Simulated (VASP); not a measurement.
Band structure of Li (space group Im-3m). All values below come from PBE GGA, VASP's PBE PAW potentials (set 64) (plane waves; VASP).

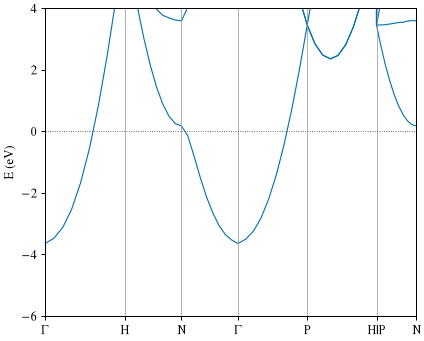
Fig. 1. Bands along high-symmetry lines, zero at the valence-band maximum or, without a gap, the Fermi level

**Question.** Read the plot: is there a gap, and where are the band edges?

**Answer.** It has no gap at this level: it comes out as a metal or semimetal.

The structure comes from a computed database's Li entry; how it stands against other phases isn't given here. The cell was not relaxed at this level.
